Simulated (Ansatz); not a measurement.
# C$_{2}$HF$_{2}$: one change and its effect

System: C$_{2}$HF$_{2}$, multiplicity 2.
Method of the first run: UKS SPW92/def2-TZVPP (Ansatz 0.2.0).

The geometry comes from this level: PBE0-D4/def2-TZVP. Text and figures count atoms from 1; the logs count them from 0 in places.

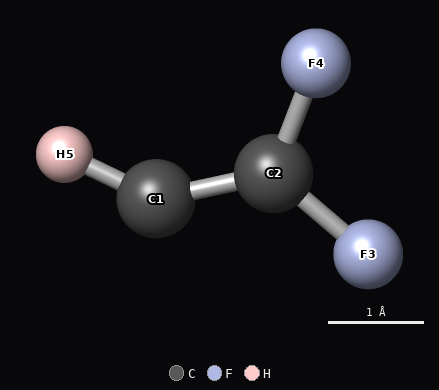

Fig. 1: The structure as given in the input (ball-and-stick view, seen at a tilt; atoms are numbered from 1 in the order of the input).

**The input, the first run**
```yaml
crystal:
  periodic: [false, false, false]
  atoms:
    - {symbol: C, position_ang: [-0.028206, 0.912667, -0.014900]}
    - {symbol: C, position_ang: [0.163586, -0.366131, 0.124643]}
    - {symbol: F, position_ang: [1.043780, -0.911656, 0.932542]}
    - {symbol: F, position_ang: [-0.492629, -1.313154, -0.520272]}
    - {symbol: H, position_ang: [-0.636631, 1.604474, -0.563414]}
basis:
  gaussian: {orbitals: def2-TZVPP}
magnetization: {spin_polarized: true, initial_magnetization: 1}
hamiltonian: {xc: lda}
output: {orbitals: {seedname: orbitals}}
```

Hardware: 2 CPU threads, shared host.

**Output (the first run)**
```
Functional definition: SPW92
  exchange = slater_x
  correlation = pw_c
731 factors; their error is unknown
mean field evaluation 1: about -7465.0201 eV, gradient 3.4e1 eV
mean field evaluation 2: about -7458.2719 eV, gradient 4.5e1 eV
mean field evaluation 4: about -7470.0534 eV, gradient 2.4e0 eV
mean field evaluation 8: about -7470.0751 eV, gradient 1.1e-1 eV
mean field evaluation 16: about -7470.0631 eV, gradient 1.4e-4 eV
mean field -7470.06310875 eV, -274.5197558559 hartree, gradient 3.5e-5 eV, S^2 0.756129; 1 other end points of the search recorded, 0 dependent functions left out
reference -7470.06313223 eV, -274.5197567189 hartree; 16, 15 occupied and 122, 123 virtual orbitals, 731 factors
Total energy: -7470.06313223 eV, -274.5197567189 hartree
```

The second run used a changed input.

**The two runs side by side**

```csv
quantity,the first run,the second run
outcome,converged,converged
total energy (hartree),−274.519757,−276.398474
HOMO (eV),−6.68,−10.24
LUMO (eV),−5.01,−1.04
⟨S²⟩,0.756,0.759
basis functions,138,138
wall time (shared host),1.7 s,7.5 s
```

Which change of the input explains these differences?

The change (lines with − go, lines with + come):
```diff
-hamiltonian: {xc: lda}
+hamiltonian: {xc: {name: wB97X-V}}
```

The total energies belong to different methods, so their difference says nothing on which is more stable or more accurate. The HOMO goes from −6.68 to −10.24 eV. The LUMO goes from −5.01 to −1.04 eV.

**Output (the second run)**
```
Functional definition: wB97X-V
  parameter omega = 0.3/bohr
  parameter cx = 0.167
  parameter cx1 = 0.603
  parameter cx2 = 1.194
  parameter css0 = 0.556
  parameter css1 = -0.257
  parameter cos0 = 1.219
  parameter cos1 = -1.850
  parameter b = 6.0
  parameter c = 0.01
  exchange = spin_sum(e_x_unif_sr(omega)*poly(b97_u_x, 1 - cx, cx1, cx2)) + cx*exact_x_sr(omega) + exact_x_lr(omega)
  correlation = spin_sum(e_c_pw_same_spin*poly(b97_u_same, css0, css1))
      + integral(e_c_pw_opposite_spin*poly(b97_u_opposite, cos0, cos1)) + vv10(b, c)
731 factors; their error is unknown
153 factors; integrals over basis functions are off by at most 9.1e-6 eV
mean field evaluation 1: about -7519.0647 eV, gradient 2.4e1 eV
mean field evaluation 2: about -7519.9397 eV, gradient 2.0e1 eV
mean field evaluation 4: about -7521.1549 eV, gradient 9.4e-1 eV
mean field evaluation 8: about -7521.1709 eV, gradient 1.2e-1 eV
mean field evaluation 16: about -7521.1856 eV, gradient 4.5e-4 eV
mean field -7521.18564044 eV, -276.3984742436 hartree, gradient 7.3e-5 eV, S^2 0.758660; 0 other end points of the search recorded, 0 dependent functions left out
reference -7521.18563950 eV, -276.3984742091 hartree; 16, 15 occupied and 122, 123 virtual orbitals, 731 factors
Total energy: -7521.18563950 eV, -276.3984742091 hartree
```
